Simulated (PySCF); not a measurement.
# TaH3: relaxation and vibrations of the singlet

The task is one start of a wider search on TaH3: the singlet, from a trigonal planar start. It is relaxed, tested by its Hessian and followed downhill if it is a saddle.

Computed with PySCF 2.14.0. Level: PBE0, basis Ta def2-TZVP with ECP60, H def2-TZVP, scalar-relativistic core potentials, no spin–orbit coupling, density fitting.

## (1) The system as given

4 atoms, charge 0, spin multiplicity 1.

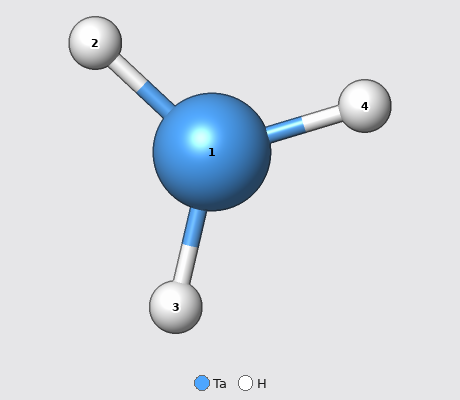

The starting geometry (tantalum blue, hydrogen white); atoms are numbered from 1 in the order of the file.

Coordinates in bohr (charge 0 multiplicity 1):
```
Ta    0.0000    0.0000    0.0000
H     3.3637    0.0000    0.0000
H    -1.6819    2.9130    0.0000
H    -1.6818   -2.9130    0.0000
```

## (2) Relaxing the singlet from the trigonal planar start

One driver script runs all steps and calls PySCF; scf.py shows how it sets up the SCF of each step. The optimiser is the driver's own. Before each start the driver seeks the lowest SCF state from one or more starting densities and follows internal instabilities, so scf.py alone need not reach the same state.

The program finds D3h symmetry in the start, which this walk keeps. The walk stops when the largest gradient is under 0.0003 Eh/bohr and the energy has settled too.

scf.py reads:

```python
from pyscf import gto, scf, dft
mol = gto.M(atom='''
Ta     0.000000     0.000000    -0.000000
H      1.779985     0.000013    -0.000000
H     -0.890004     1.541506     0.000000
H     -0.889982    -1.541519    -0.000000''',
    basis={'Ta': 'def2-TZVP', 'H': 'def2-TZVP'},
    ecp={'Ta': 'def2-TZVP'},
    charge=0, spin=0)
mf = dft.RKS(mol, xc='PBE0')
mf.grids.atom_grid = (50, 194)
aux = {'Ta': 'def2-universal-JKFIT', 'H': 'def2-universal-JKFIT'}
mf = mf.density_fit(auxbasis=aux)
mf.kernel()
```

The optimiser's trace:

```csv
step,energy (Eh),change (kJ/mol),largest symmetric gradient (Eh/bohr)
0,-58.625231,0.00,0.00249
1,-58.625282,-0.13,0.00135
2,-58.625303,-0.19,0.00002
```

The walk took 1.6 s on 4 threads, shared host.

After 2 steps and 0.2 kJ/mol it ends at D3h: Ta–H 1.770 Å (×3); H–Ta–H 120.0° (×3).

## (3) Is it a minimum? Harmonic modes

The point is checked on the finer grid, and tightened if its gradient asks for it. The Hessian and the dipole derivatives come from central differences of analytic gradients, with steps of 0.01 bohr.

Edit scf.py of step 2 so:

```diff
@@ -3,4 +3,4 @@
-Ta     0.000000     0.000000    -0.000000
-H      1.779985     0.000013    -0.000000
-H     -0.890004     1.541506     0.000000
-H     -0.889982    -1.541519    -0.000000''',
+Ta    -0.000000    -0.000000    -0.000000
+H      1.769820     0.000013     0.000000
+H     -0.884921     1.532703    -0.000000
+H     -0.884899    -1.532716    -0.000000''',
@@ -11 +11 @@
-mf.grids.atom_grid = (50, 194)
+mf.grids.atom_grid = (75, 302)
```

This SCF starts from the last density.

Log of the central SCF (cycles and frontier levels):

```text
init E= -58.6253365104933
  HOMO = -0.184763298896923  LUMO = -0.0905830436230547  gap/eV = 2.56278
cycle= 1 E= -58.6253365104744  delta_E= 1.9e-11  |g|= 1.25e-05  |ddm|= 2.87e-05
  HOMO = -0.184758718164578  LUMO = -0.0905779622809845  gap/eV = 2.56279
cycle= 2 E= -58.6253365104381  delta_E= 3.62e-11  |g|= 1.64e-05  |ddm|= 3.81e-05
  HOMO = -0.184761412656357  LUMO = -0.09058097931619  gap/eV = 2.56278
cycle= 3 E= -58.6253365105222  delta_E= -8.41e-11  |g|= 7e-07  |ddm|= 2.22e-05
  HOMO = -0.184761293138367  LUMO = -0.090580848521522  gap/eV = 2.56278
Extra cycle  E= -58.6253365105227  delta_E= -5.54e-13  |g|= 7.66e-07  |ddm|= 1.84e-06
converged SCF energy = -58.6253365105227
```

The whole step took 5 s.

Geometry: D3h; Ta–H 1.770 Å (×3); H–Ta–H 120.0° (×3).

Harmonic modes (main isotopes):

```json
{"symmetry": "a2''", "ω (cm⁻¹)": "311", "IR (km/mol)": "63.6", "type": "bend"}
{"symmetry": "e'", "ω (cm⁻¹)": "798", "IR (km/mol)": "5.6", "type": "bend"}
{"symmetry": "e'", "ω (cm⁻¹)": "1864", "IR (km/mol)": "553", "type": "stretch"}
{"symmetry": "a1'", "ω (cm⁻¹)": "1868", "IR (km/mol)": "0.0", "type": "stretch"}
```

Every mode is real; the point is a minimum.

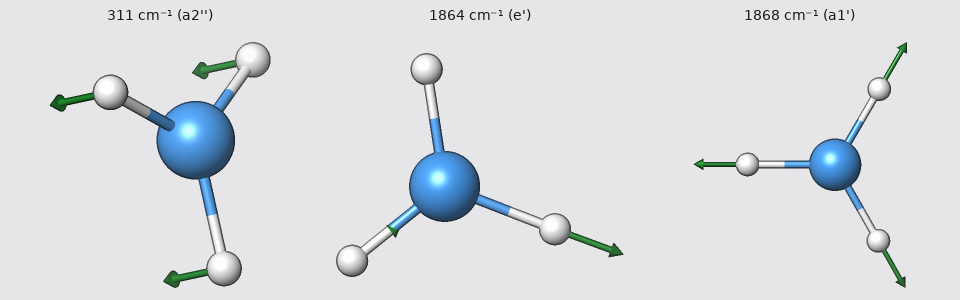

Displacements of 3 of the modes, as arrows (one member where a mode is degenerate).

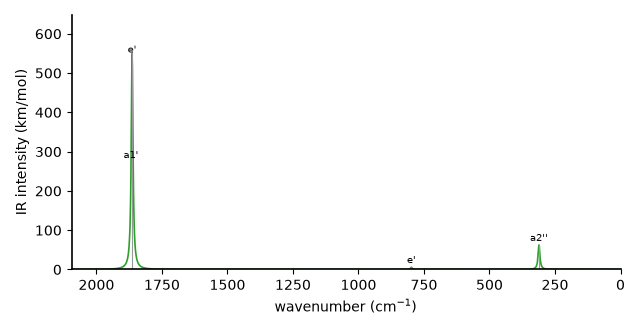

The harmonic infrared spectrum (widths in cm⁻¹). Lines are broadened to a width of 8 cm⁻¹ (Lorentzian).

Properties at this point:

```
Dipole moment                                                   : 0.00 D
Highest occupied level                                          : -5.03 eV
Lowest empty level                                              : -2.46 eV
Rotational constants                                            : 3.56, 3.56, 1.78 cm⁻¹
Zero-point energy                                               : 44.9 kJ/mol
Principal polarisabilities                                      : 53.2, 53.2, 75.1 bohr³
Atomisation energy without zero-point energy                    : 787 kJ/mol
Principal traceless quadrupole moments about the centre of mass : -1.39, 0.69, 0.69 D Å
Entropy at 298.15 K and 1 bar                                   : 237.2 J/(mol K)
Heat capacity Cp at 298.15 K                                    : 45.9 J/(mol K)
Enthalpy at 298.15 K above 0 K                                  : 11.41 kJ/mol
Rotational symmetry number                                      : 6
```

Charges (e) and bond orders:

```json
{"atom": "Ta1", "Mulliken": "0.40", "Löwdin": "0.43", "polar tensor": "0.64", "Mayer order to Ta1": "–"}
{"atom": "H2,3,4", "Mulliken": "-0.13", "Löwdin": "-0.14", "polar tensor": "-0.21", "Mayer order to Ta1": "0.98"}
```

Mulliken populations on Ta1 (outside its core potential): s 3.23, p 6.33, d 3.01, f 0.03.

## (4) Would spin polarisation lower it?

At the lowest minimum the closed shell is tested against spin polarisation, on the (50, 194) grid. It is unstable: an open-shell solution lies lower. That solution was not followed to a minimum here.

## (5) Results

```
                            quantity                                                            value
                             minimum  singlet, D3h (closed shell, unstable towards spin polarisation)
                            geometry                            Ta–H 1.770 Å (×3); H–Ta–H 120.0° (×3)
                  wavenumbers (cm⁻¹)                      311 (a2''), 798 (e'), 1864 (e'), 1868 (a1')
                       dipole moment                                                           0.00 D
highest occupied, lowest empty level                                                  -5.03, -2.46 eV
          polar-tensor charge of Ta1                                                          +0.64 e
                   zero-point energy                                                      44.9 kJ/mol
```

**Reading.** The molecule stays D3h, as typed, and the end point is a minimum. In the infrared the band at 1864 cm⁻¹ (e', stretch) leads. Ta1 has a polar-tensor charge of +0.6 e (a dipole derivative, not a static charge), yet symmetry cancels the bond dipoles. Only this shape and spin were tried, so other structures or states may lie lower. Spin polarisation would lower this closed shell, so its numbers describe a constrained state. Spin–orbit coupling, left out here, can matter for elements this heavy.

The search up to here took 9.3 s.
